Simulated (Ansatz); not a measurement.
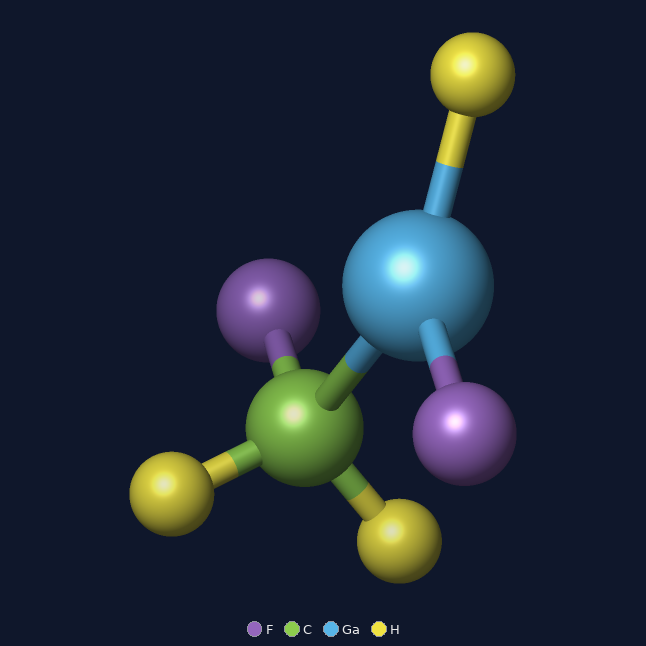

Starting geometry of the run.

Ansatz 0.2.0 input:

```yaml
crystal:
  periodic: [false, false, false]
  atoms:
    - {symbol: F, position_ang: [0.512900, 1.851453, 0.293100]}
    - {symbol: C, position_ang: [-0.284160, 0.728240, 0.470631]}
    - {symbol: Ga, position_ang: [0.394365, -0.806990, -0.579611]}
    - {symbol: F, position_ang: [-0.614114, -2.237080, -0.358781]}
    - {symbol: H, position_ang: [-1.307516, 0.976359, 0.170659]}
    - {symbol: H, position_ang: [-0.307946, 0.483078, 1.537466]}
    - {symbol: H, position_ang: [1.606470, -0.995061, -1.533453]}
basis:
  gaussian: {orbitals: def2-SVP, final_grid: {core_spheres: 20, valence_spheres: 16, degree: 47}}
hamiltonian: {xc: {name: wB97X-V}}
accuracy: high
output: {forces: true}
```

Command:

```sh
ansatz run in.yaml --threads 2 --pin off --events-out ev --progress --plain --max-ram 4352MiB
```

What the program printed:

```
Functional definition: wB97X-V
  name "wB97X-V"
  cite "Mardirossian & Head-Gordon, Phys. Chem. Chem. Phys. 16, 9904 (2014) doi:10.1039/C3CP54374A"
  cite "Becke, J. Chem. Phys. 107, 8554 (1997) doi:10.1063/1.475007"
  cite "Vydrov & Van Voorhis, J. Chem. Phys. 133, 244103 (2010) doi:10.1063/1.3521275"
  parameter omega = 0.3/bohr
  parameter cx = 0.167
  parameter cx1 = 0.603
  parameter cx2 = 1.194
  parameter css0 = 0.556
  parameter css1 = -0.257
  parameter cos0 = 1.219
  parameter cos1 = -1.850
  parameter b = 6.0
  parameter c = 0.01
  exchange = spin_sum(e_x_unif_sr(omega)*poly(b97_u_x, 1 - cx, cx1, cx2)) + cx*exact_x_sr(omega) + exact_x_lr(omega)
  correlation = spin_sum(e_c_pw_same_spin*poly(b97_u_same, css0, css1))
      + integral(e_c_pw_opposite_spin*poly(b97_u_opposite, cos0, cos1)) + vv10(b, c)
1895 factors; integrals over basis functions are off by at most 5.6e-9 eV
337 factors; integrals over basis functions are off by at most 1.7e-9 eV
mean field evaluation 1: about -58876.0375 eV, gradient 4.3e1 eV
mean field evaluation 2: about -58875.4375 eV, gradient 5.3e1 eV
mean field evaluation 4: about -58879.2845 eV, gradient 1.6e0 eV
mean field evaluation 8: about -58879.3730 eV, gradient 1.5e-1 eV
mean field evaluation 16: about -58879.3730 eV, gradient 5.1e-5 eV
mean field -58879.37299963 eV, -2163.7770478640 hartree, gradient 4.0e-8 eV, S^2 0.000000; 0 other end points of the search recorded, 0 dependent functions left out
the calculation of the forces begins
reference -58879.37299946 eV, -2163.7770478575 hartree; 29, 29 occupied and 60, 60 virtual orbitals, 1895 factors
Total energy: -58879.37299946 eV, -2163.7770478575 hartree
Atom 0 at     0.512900     1.851453     0.293100 Å, force     0.066089    -0.009593    -0.051772 eV/Å
Atom 1 at    -0.284160     0.728240     0.470631 Å, force     0.394139     0.034412    -0.275796 eV/Å
Atom 2 at     0.394365    -0.806990    -0.579611 Å, force    -0.094221     0.022421     0.076971 eV/Å
Atom 3 at    -0.614114    -2.237080    -0.358781 Å, force     0.046021     0.037508    -0.020087 eV/Å
Atom 4 at    -1.307516     0.976359     0.170659 Å, force    -0.363129     0.026196    -0.084894 eV/Å
Atom 5 at    -0.307946     0.483078     1.537466 Å, force    -0.047007    -0.129791     0.347421 eV/Å
Atom 6 at     1.606470    -0.995061    -1.533453 Å, force    -0.001892     0.018847     0.008157 eV/Å
Dipole moment:     0.029491     0.134201     0.027005 e Å
```

The calculation finished and met its thresholds.
